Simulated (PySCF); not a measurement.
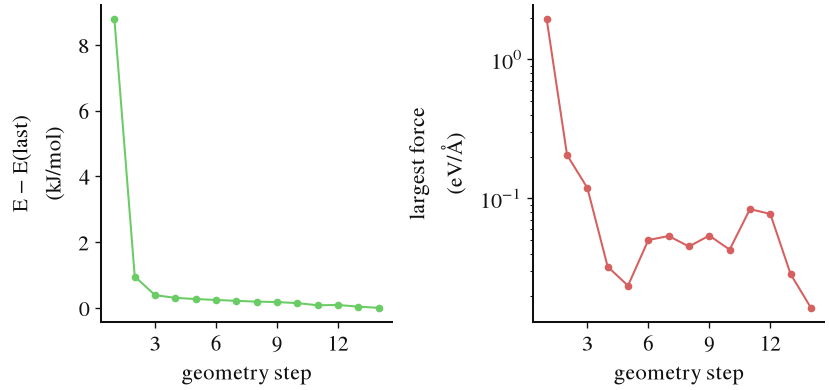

History of a geometry optimisation.

The run: CH5AsGeN2 (SMILES N#[C][Ge@H]([NH2])[AsH2]), by PBE0-D3(BJ)/def2-SVP, geometry optimisation in PySCF.

How did it end, and what did it gain?

Answer. The optimisation met its thresholds at geometry 14, counting the start as the first. The energy fell by about 8.8 kJ/mol from the first step to the last. The largest force goes from about 1.9 eV/Å at the start to 0.016 eV/Å at the end.
